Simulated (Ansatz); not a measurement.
## Gd (hcp, Mg type): scan of one atom of the cell

Gd (hcp, Mg type)

```xyz
2
Lattice="3.6484 0.0000 0.0000 -1.8242 3.1596 0.0000 0.0000 0.0000 5.8348" Properties=species:S:1:pos:R:3 pbc="T T T"
Gd     0.0000     2.1064     4.3761
Gd     1.8242     1.0532     1.4587
```

In each cell atom 2 (Gd, nearest neighbour Gd at 3.598 Å; its periodic images, 3.6 Å or more away, move with it) moves by s·(0.707, 0.707, 0.000) (along Cartesian [110]), the rest being held.

The numbers are results of PBE (plane waves to 420 eV, PAW, scalar-relativistic; Ansatz, a quantum-chemistry and plane-wave program), not measurements. k mesh 12×12×7 (Γ-centred), Fermi-Dirac smearing 0.05 eV. Energies are smeared free energies. With partly filled bands, energies and forces of such displacements shift with the k mesh and the smearing. Gd was relaxed with its symmetry unable to fall. Relaxed Gd ends ferromagnetic. Other magnetic orders were not checked, so this need not be the ground state. The filling of the f shell was not checked against other fillings, so treat energies with care. The zero of ΔE is the undisplaced structure.

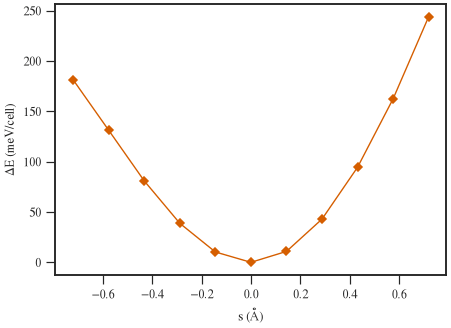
ΔE (meV/cell) against s (Å); computed points joined by lines.

The energy at s = 0.720 Å is 244 meV/cell and the force constant k = d²E/ds² at s = 0 (finite differences) comes out as 1.03 eV/Å². Shape of the curve: a single well with its minimum at or next to zero displacement. Harmonic estimate at the end of the scan: ½ks² = 267 meV/cell against the computed 244 meV/cell, so the well is softer than harmonic there. Symmetry of the curve: not even: the positive side lies higher at ±0.720 Å.

The forces along the line at the two nearest points give (0.139 − (-0.151)) / (2·0.144) = 1.01 eV/Å²; the next pair corrects for the finite step.

(A displaced cell: forces are minus the slopes of the energy, force constants its curvatures, and phonons follow from these.)
